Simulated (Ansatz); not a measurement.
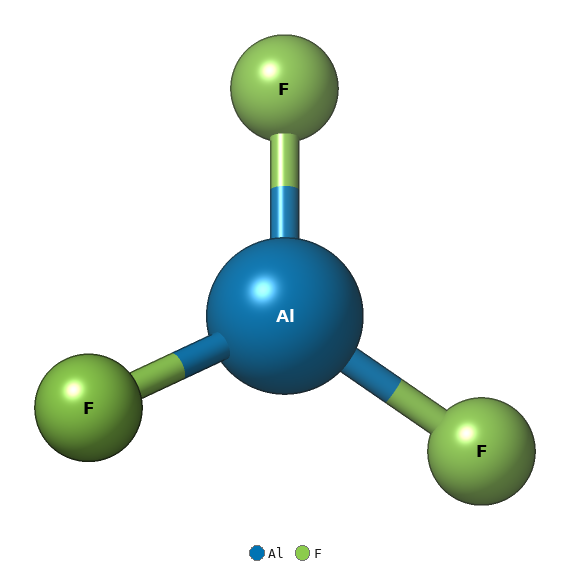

Every bond is drawn as one stick, whatever its order.

Computed geometry: PBE0-D4/def2-TZVP optimisation.

Which formula does it have?

AlF3, 4 atoms: 1 aluminium and 3 fluorine.

How many atoms are distinct by symmetry?

2: 1 Al, 3 F.

The parts below concern this one geometry. Atoms keep their numbers from picture to picture.

### Vibrations

Harmonic vibrations computed with RKS PBE0-D4/def2-TZVP (Ansatz 0.2.0) at a stationary point of the same level.

How many vibrational modes are there, and where do they lie?

6 modes: 245, 245, 296, 697, 963, 963 cm⁻¹.

### Electronic properties

Method: RKS PBE0-D4/def2-TZVPP (Ansatz 0.2.0).

What is the LUMO energy (Kohn–Sham orbital)?

−1.49 eV.

What is the HOMO energy (Kohn–Sham orbital)?

−11.72 eV.

### Charges

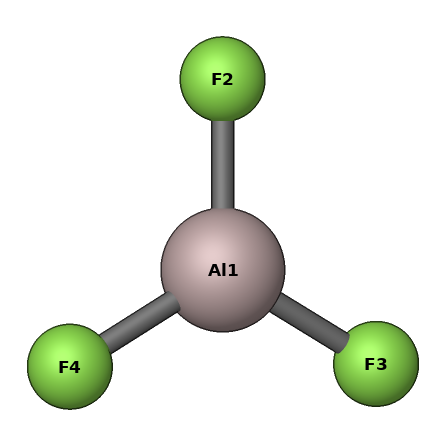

The questions are on Mulliken charges. Level of theory: RKS PBE0-D4/def2-TZVP (Ansatz 0.2.0).

Give the Mulliken charges atom by atom.

| atom | value (e) |
| --- | --- |
| Al1 | 0.96 |
| F2 | −0.32 |
| F3 | −0.32 |
| F4 | −0.32 |

Mulliken values depend strongly on the basis set and can even reverse the polarity of a bond.
